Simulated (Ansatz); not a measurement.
FH₅W···PH₃

Input file:

```
crystal:
  periodic: [false, false, false]
  atoms:
    - { symbol: W, position_ang: [-0.045562, -0.060621, 0.133871] }
    - { symbol: F, position_ang: [-0.208129, -0.020497, 1.971794] }
    - { symbol: H, position_ang: [1.43356, 0.205873, -0.604853] }
    - { symbol: H, position_ang: [0.120504, 1.389467, -0.693035] }
    - { symbol: H, position_ang: [-1.412533, 0.485351, -0.66939] }
    - { symbol: H, position_ang: [0.750459, -1.412261, -0.457212] }
    - { symbol: H, position_ang: [-1.032593, -1.240029, -0.535008] }
    - { symbol: P, position_ang: [2.384955, 2.147244, 1.725368] }
    - { symbol: H, position_ang: [2.871921, 0.905619, 1.211891] }
    - { symbol: H, position_ang: [1.841349, 2.570442, 0.476064] }
    - { symbol: H, position_ang: [1.165169, 1.588012, 2.196711] }
basis:
  gaussian: { orbitals: def2-SVP }
hamiltonian:
  xc: pbe0
relax:
  f_tol: 0.03
  max_steps: 50
output:
  orbitals: {}
```

Run with:

```sh
ansatz run input.yaml --threads 2 --pin off --max-ram 3072MiB --backend cpu --events-out ev --progress --plain --runs-dir out
```

The fields are those of the run's last geometry, not of the input's.

Core potentials replace the inner electrons of W.

Theory: RKS PBE0/def2-SVP in Ansatz.

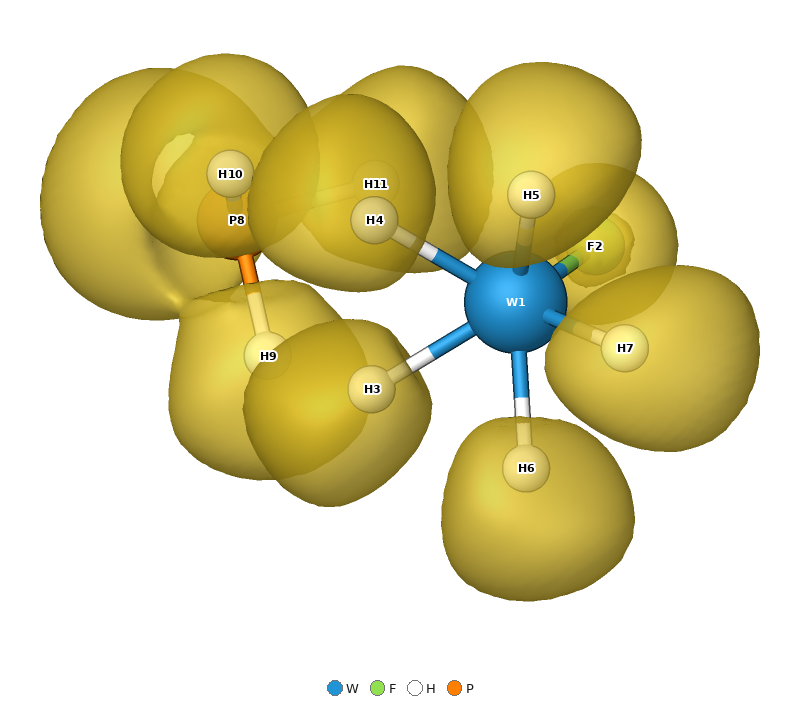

Figure 1. Isosurface of the ELF at 0.75 (yellow), seen at an oblique angle. Only the valence region is drawn (cores and ρ < 0.01 e/Å³ removed).

### Where are the electrons localised?

At this value the surface marks out five regions around hydrogen nuclei, one region wrapped around F (its valence shell) and one joined region spread over several atoms (H, P), in which their bonds and any lone pairs are merged. Profiles from the grid: W1···H10 (3.62 Å): the ELF dips to about 0 between them; a non-bonded, intermolecular contact. W–F (1.83 Å): the ELF peaks at about 0.85 in the valence shell of F, 0.5 Å from its nucleus, and drops to about 0.25 between the two atoms.

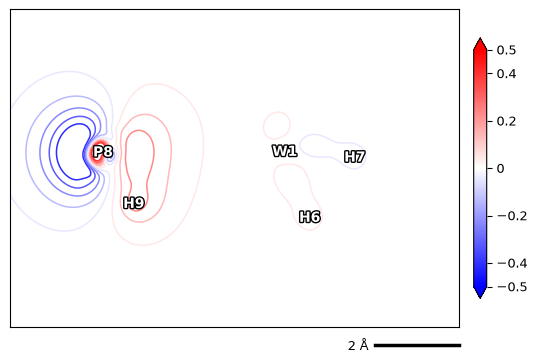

Figure 2. The HOMO on the plane of atoms H6, W1 and H7 (values in Å⁻³ᐟ²; the overall sign is arbitrary).

### What is the character of this orbital?

By Hirshfeld shares it lies mainly on P8 (about 80 %); largely a lone pair of P8. Its energy is −7.88 eV.

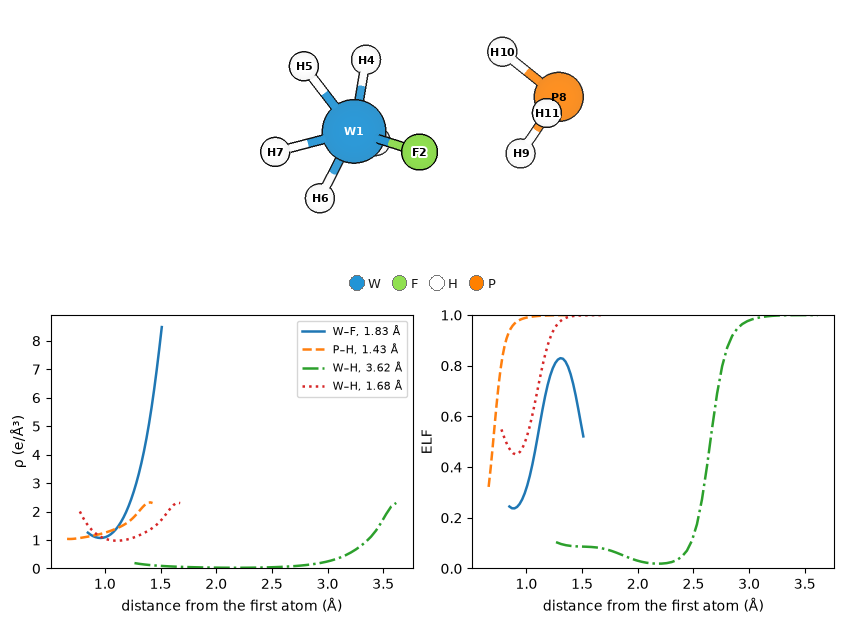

Figure 3. Electron density and ELF along straight lines between neighbouring atoms. The curves leave out the atomic cores. The structure is drawn too.

### What can be read from the curves?

W–F (1.83 Å): ρ at the midpoint is about 1.1 e/Å³; the ELF peaks at about 0.85 in the valence shell of F, 0.5 Å from its nucleus, and drops to about 0.25 between the two atoms.
P–H (1.43 Å): ρ is about 1 e/Å³ halfway; the ELF climbs to about 1 towards the hydrogen, as it does in any bond to H.
W1···H10 (3.62 Å): the density falls to about 0.03 e/Å³ on the way; the ELF dips to about 0 between them: a non-bonded, intermolecular contact.
W–H (1.68 Å): the density is about 1.6 e/Å³ at the midpoint; the ELF climbs to about 1 towards the hydrogen.
